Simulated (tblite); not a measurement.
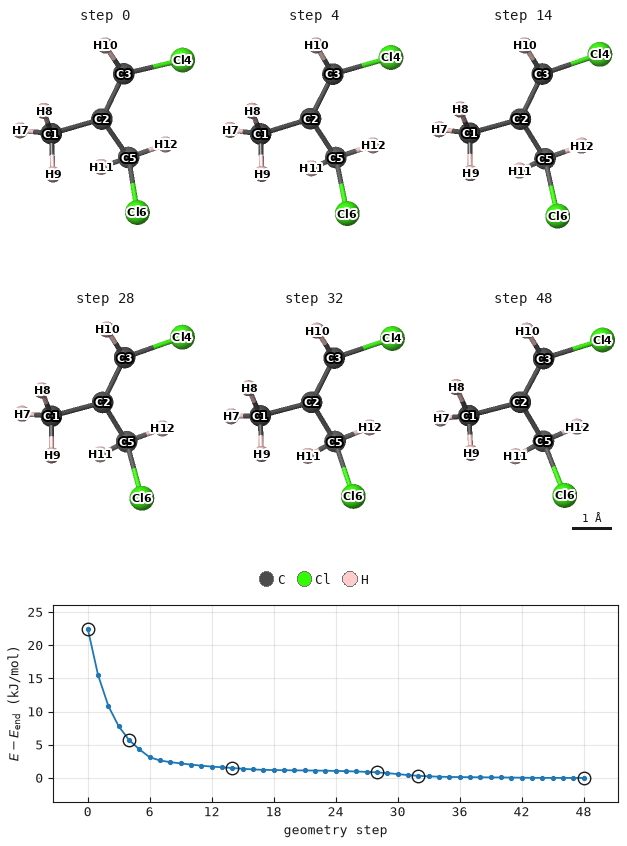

Frames of a relaxation of C₄H₆Cl₂, marked on the history of the run. The picture is a ball-and-stick view, seen at a tilt.

All numbers below come from GFN2-xTB geometry optimisation, gas phase (tblite). 

Question: What happens along the run?

Answer: H8 moves most after the best rigid fit: 0.32 Å. Largest moves by element: H 0.32 Å, Cl 0.27 Å, C 0.09 Å. Some distances before and after: C5–H11 1.123 → 1.089 Å, C1–H7 1.112 → 1.089 Å, C3–Cl4 1.738 → 1.721 Å, C3–H10 1.095 → 1.078 Å. Bond angles that change, for instance: Cl4–C3–H10 120.1° → 113.1°, C2–C3–Cl4 118.4° → 124.4°, C2–C5–H11 106.4° → 111.5°. Over 48 geometry steps the energy falls by 22.5 kJ/mol. From step 0 to 4: Cl4 moves most (0.08 Å), energy −16.8 kJ/mol. From step 4 to 14: Cl6 moves most (0.10 Å), energy −4.21 kJ/mol. From step 14 to 28: H8 moves most (0.08 Å), energy −0.66 kJ/mol. From step 28 to 32: H8 moves most (0.11 Å), energy −0.52 kJ/mol. From step 32 to 48: Cl6 moves most (0.07 Å), energy −0.32 kJ/mol.

```json
{"step": "0", "E − E(0), kJ/mol": "0.00"}
{"step": "1", "E − E(0), kJ/mol": "-7.00"}
{"step": "2", "E − E(0), kJ/mol": "-11.67"}
{"step": "3", "E − E(0), kJ/mol": "-14.72"}
{"step": "4", "E − E(0), kJ/mol": "-16.79"}
{"step": "5", "E − E(0), kJ/mol": "-18.20"}
{"step": "6", "E − E(0), kJ/mol": "-19.38"}
{"step": "7", "E − E(0), kJ/mol": "-19.87"}
{"step": "8", "E − E(0), kJ/mol": "-20.12"}
{"step": "9", "E − E(0), kJ/mol": "-20.31"}
{"step": "10", "E − E(0), kJ/mol": "-20.49"}
{"step": "12", "E − E(0), kJ/mol": "-20.79"}
{"step": "14", "E − E(0), kJ/mol": "-21.00"}
{"step": "16", "E − E(0), kJ/mol": "-21.22"}
{"step": "18", "E − E(0), kJ/mol": "-21.31"}
{"step": "20", "E − E(0), kJ/mol": "-21.35"}
{"step": "22", "E − E(0), kJ/mol": "-21.39"}
{"step": "24", "E − E(0), kJ/mol": "-21.44"}
{"step": "26", "E − E(0), kJ/mol": "-21.53"}
{"step": "28", "E − E(0), kJ/mol": "-21.66"}
{"step": "30", "E − E(0), kJ/mol": "-21.92"}
{"step": "32", "E − E(0), kJ/mol": "-22.18"}
{"step": "34", "E − E(0), kJ/mol": "-22.31"}
{"step": "36", "E − E(0), kJ/mol": "-22.37"}
{"step": "38", "E − E(0), kJ/mol": "-22.40"}
{"step": "40", "E − E(0), kJ/mol": "-22.43"}
{"step": "42", "E − E(0), kJ/mol": "-22.46"}
{"step": "44", "E − E(0), kJ/mol": "-22.49"}
{"step": "46", "E − E(0), kJ/mol": "-22.50"}
{"step": "48", "E − E(0), kJ/mol": "-22.50"}
```
